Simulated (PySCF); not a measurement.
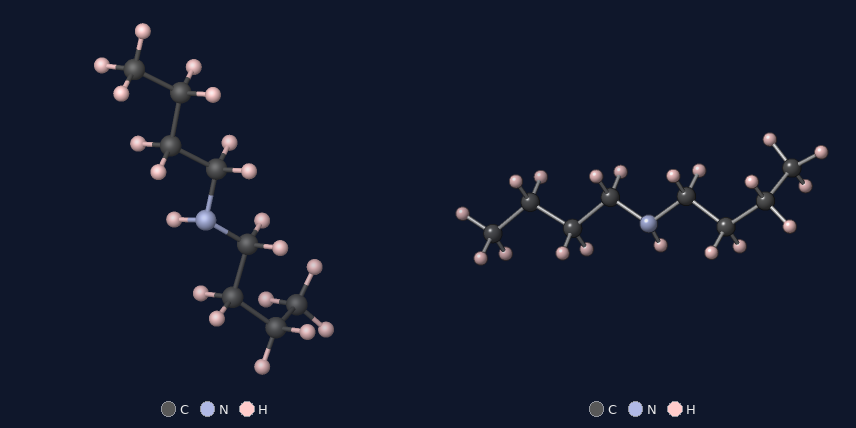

Two views of one molecule.

Describe the molecule.

It has 28 atoms: 8 carbon, 19 hydrogen and 1 nitrogen (C₈H₁₉N). SMILES: `CCCCNCCCC`. It has no ring. Among its groups: secondary amine. This geometry has C1 symmetry. Coordination: 8 C tetrahedral; 1 N trigonal pyramidal.

More results for the same structure follow; atom numbers are the same in all pictures, views and colours differ. The computed structure is the end point of a PBE0-D3(BJ)/def2-SVP optimisation. No frequency run is at hand to confirm it as a minimum.

## Geometry

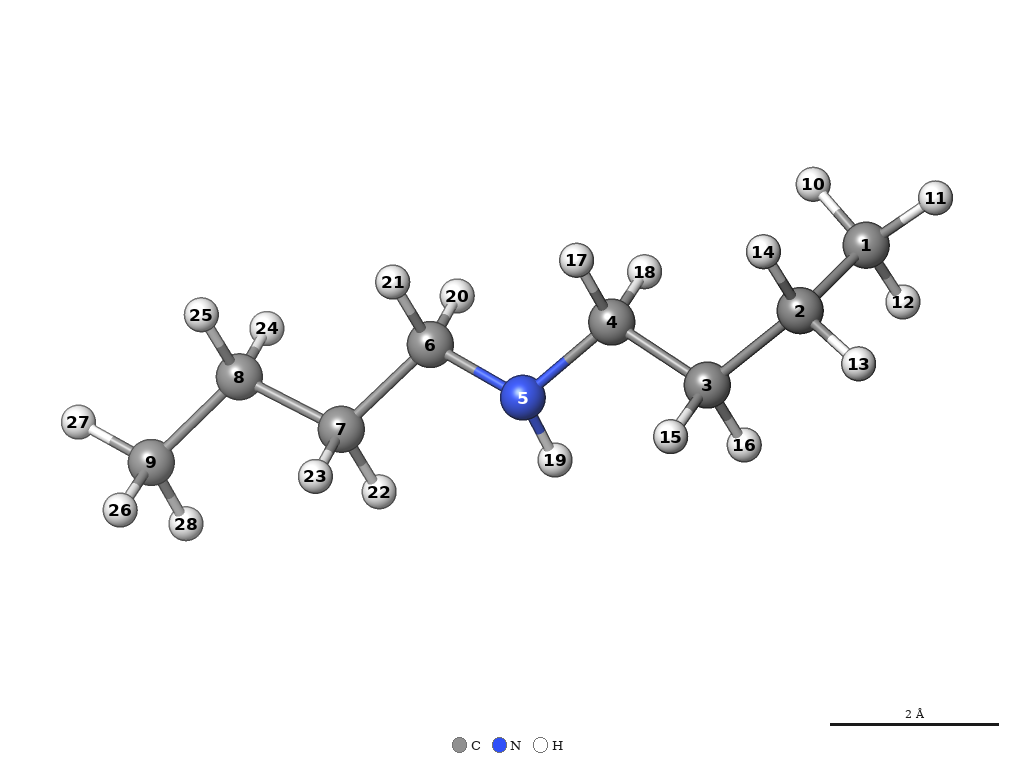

Numbered structure. No frequency run is at hand to confirm it as a minimum.

Give the bond lengths. Leave out bonds to hydrogen.

| bond | length (Å) | order |
| --- | --- | --- |
| C1–C2 | 1.522 | single |
| C2–C3 | 1.525 | single |
| C3–C4 | 1.520 | single |
| C4–N5 | 1.444 | single |
| N5–C6 | 1.443 | single |
| C6–C7 | 1.519 | single |
| C7–C8 | 1.522 | single |
| C8–C9 | 1.520 | single |

## Charges

The questions are on Hirshfeld charges. No frequency run is at hand to confirm it as a minimum. Method: PBE0/pcSseg-1, gas phase (PySCF 2.14.0).

Which atom carries the highest charge (most positive or least negative)?

Answer. H19 (0.10 e).

And the lowest?

Answer. N5 (−0.16 e).

Give the Hirshfeld charges atom by atom.

```
atom  value (e)
  C1      −0.12
  C2      −0.06
  C3      −0.07
  C4      −0.03
  N5      −0.16
  C6      −0.03
  C7      −0.07
  C8      −0.06
  C9      −0.11
 H10       0.04
 H11       0.04
 H12       0.04
 H13       0.04
 H14       0.03
 H15       0.04
 H16       0.03
 H17       0.03
 H18       0.02
 H19       0.10
 H20       0.02
 H21       0.04
 H22       0.03
 H23       0.03
 H24       0.03
 H25       0.04
 H26       0.04
 H27       0.04
 H28       0.04
```

## Electronic properties

No frequency run is at hand to confirm it as a minimum. Properties computed with PBE0/pcSseg-1, gas phase (PySCF 2.14.0).

What is the dipole moment?

Answer. 0.81 D.

What is the HOMO–LUMO gap?

Answer. 7.77 eV.

Estimate the HOMO energy (Kohn–Sham orbital).

Answer. −6.26 eV.

## NMR shielding

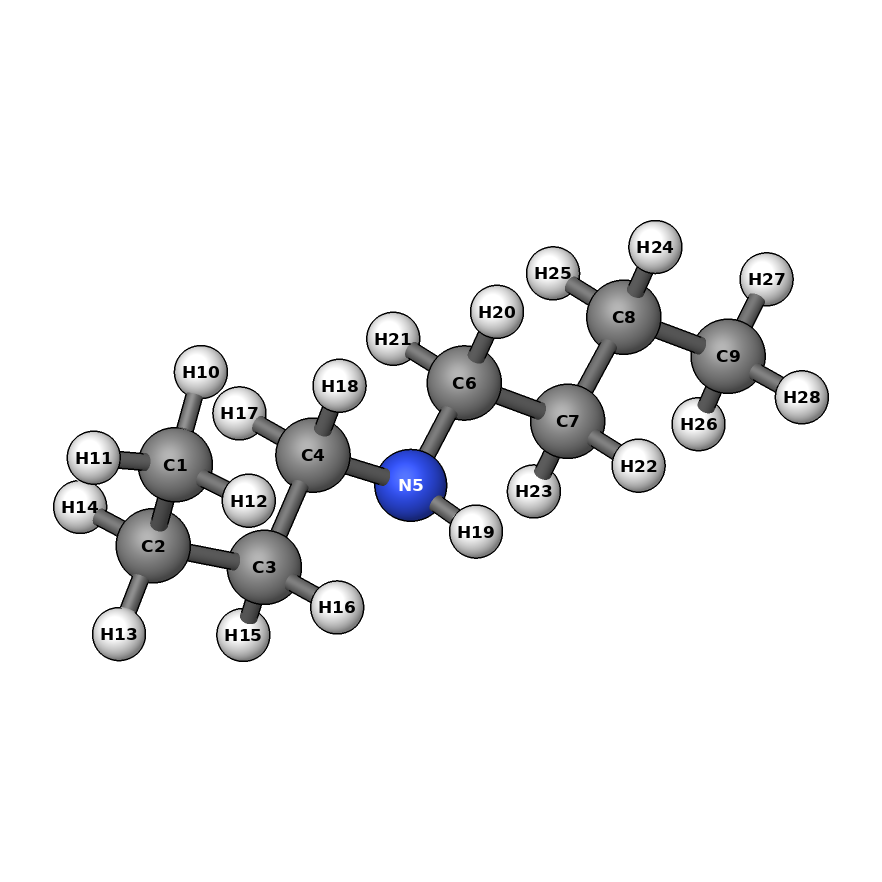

No frequency run is at hand to confirm it as a minimum. Level of theory: GIAO PBE0/pcSseg-1 NMR shielding, non-relativistic, gas phase (PySCF 2.14.0). Principal shieldings σ11 ≤ σ22 ≤ σ33, span Ω = σ33 − σ11, skew κ = 3(σiso − σ22)/Ω.

Give the shielding tensors of the N atoms.

```json
{"atom": "N5", "σ11": "154.4", "σ22": "220.9", "σ33": "233.4", "σiso": "202.9", "Ω": "78.9", "κ": "−0.68"}
```

Shieldings and span in ppm.
